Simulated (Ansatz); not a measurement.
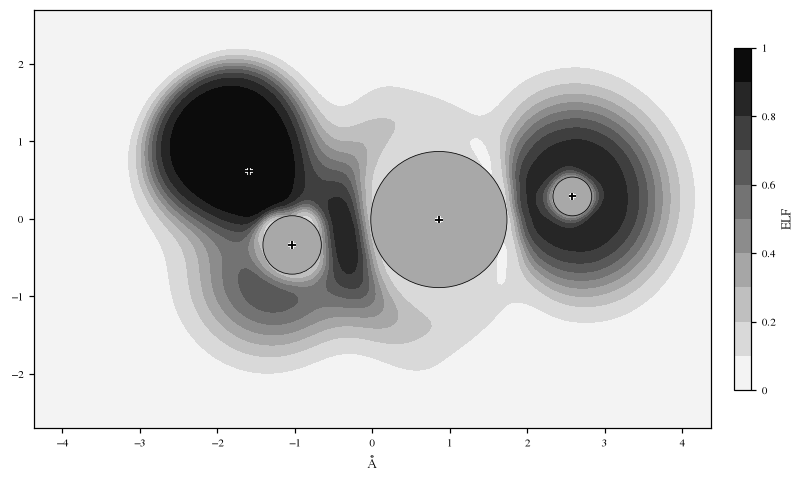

The electron localisation function on a plane through atoms (crosses mark nuclei in the plane; grey discs cover the cores).

Level of theory: Ansatz, isolated molecule in a Gaussian basis; Kohn-Sham density functional theory, functional PBE0.

Candidates:
A. CH$_{3}$FZn (SMILES [CH3][Zn][F])
B. BCl$_{3}$H$_{2}$Si (SMILES ClB[SiH](Cl)Cl)
C. CH$_{4}$F$_{3}$NSn (SMILES C[NH][Sn]([F])([F])[F])

Which system is this?

Candidate A: CH$_{3}$FZn on the plane of atoms Zn3, C1 and H4, which holds C, F, Zn and H. Zn–F (1.75 Å): the ELF peaks at about 0.80 in the valence shell of F, 0.5 Å from its nucleus, and is about 0.15 at the midpoint. C–Zn (1.92 Å): the ELF peaks at about 0.90 in the valence shell of C, 0.7 Å from its nucleus, and is about 0.45 at the midpoint.
